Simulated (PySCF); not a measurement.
```xyz
19

C     1.1251    1.7061    0.7474
C     0.6819    0.5410    0.1795
O     1.5435   -0.4264   -0.2414
Si    3.1531   -0.6012   -0.2109
C    -0.6604    0.2550   -0.0130
C    -1.3783   -0.9338   -0.5600
C    -2.7091   -0.2196   -0.2546
C    -1.9247    0.9961    0.2769
H     0.4223    2.4503    1.0671
H     2.1719    1.8926    0.8882
H     3.2585   -1.8647   -0.9243
H     3.8358    0.4972   -0.9010
H     3.6521   -0.6715    1.1654
H    -1.2065   -1.8618   -0.0109
H    -1.1882   -1.1352   -1.6160
H    -3.3235   -0.0145   -1.1279
H    -3.3174   -0.7165    0.4975
H    -2.0909    1.2324    1.3297
H    -2.0549    1.9145   -0.2990
```

Geometry: GFN2-xTB.

All numbers below come from UKS B3LYP, pcH-1 on C H O Si, non-relativistic, mean-field spin-orbit, GIAO in PySCF 2.14.0, density-fitted response routines.

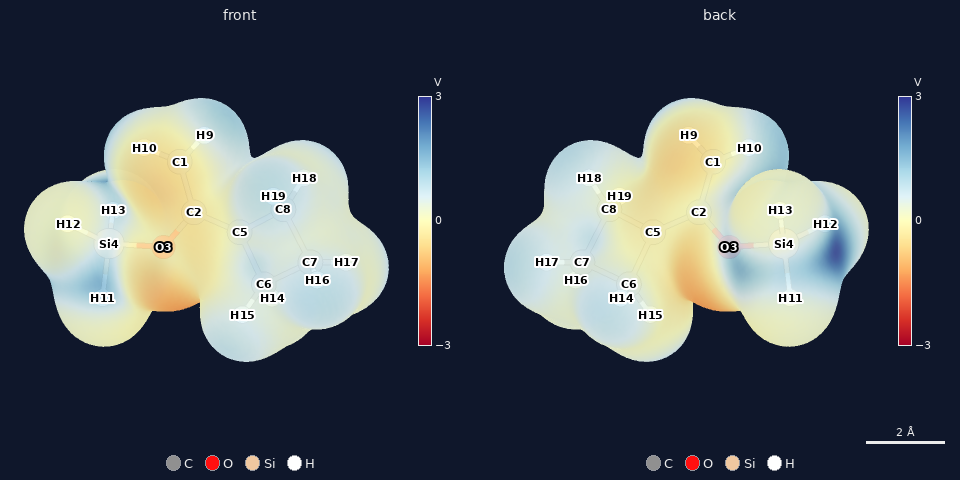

C₆H₁₁OSi (doublet). The molecular electrostatic potential painted on the density surface at 0.004 e/bohr³, seen from the front and from behind; the colour scale runs from red (negative) to blue (positive).

> Describe the electrostatic potential map.

The most negative region (about −1.2 V) lies over O3, the most positive (about +2.4 V) over Si4. O3 is the likeliest acceptor of a hydrogen bond.
